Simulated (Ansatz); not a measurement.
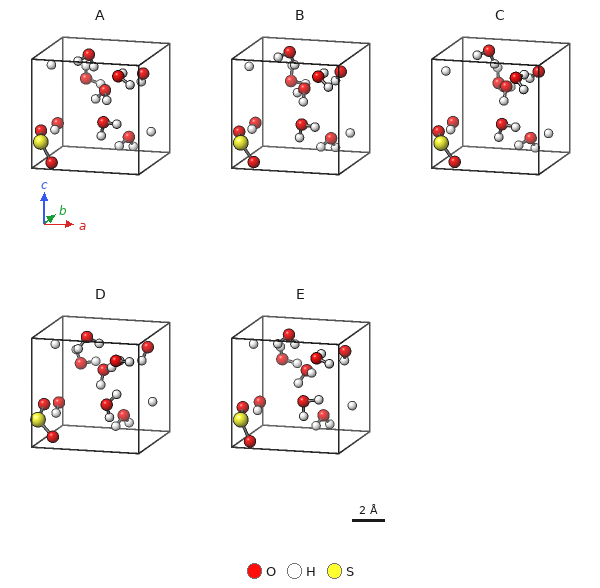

5 geometries from one relaxation of an amorphous cell of composition H$_{16}$SO$_{10}$, in shuffled order. A ball-and-stick model of the cell of the calculation (origin shifted), seen slightly off an axis.

The cell holds 8 H2O + 1 SO2. The run prepares the start of a later molecular dynamics calculation, from a guessed geometry.

Theory: Ansatz, DFT PBE-D3(BJ), scalar-relativistic, plane waves, PAW. Settings: plane-wave cutoff 420 eV; k-point mesh 1 × 1 × 1; occupations fermi dirac; smearing width 0.02 eV; no spin polarisation; atoms relaxed in a fixed cell; force threshold 0.3 eV/Å; at most 15 steps.

Order the frames from highest to lowest energy.

Answer. D, E, A, B, C. They are steps 0, 3, 6, 9, 13, at +114 meV per atom, +56.5 meV per atom, +27.2 meV per atom, +11.7 meV per atom relative to the last. An H atom moves most: 1.46 Å roughly along [0 1 1]. Largest moves by element: H 1.46 Å, O 1.16 Å, S 0.52 Å. The cell doesn't change. Near-neighbour distances that change, for instance: H–O 0.969 → 0.997 Å, O–S 1.477 → 1.464 Å, H–O 0.969 → 0.976 Å. Bond angles that change, for instance: O–S–O 119.8° → 115.5°, H–O–H 104.0° → 106.9°. Over 12 accepted moves (13 points after the start) the energy falls by 114 meV per atom. The largest force component goes from 0.87 to 0.2 eV/Å. 1 step only repeated the SCF at the same geometry.

Limits of the set-up: the program's low-accuracy preset was used; the periodic images lie only 7.0 Å apart, so the values are limited by the cell's size.
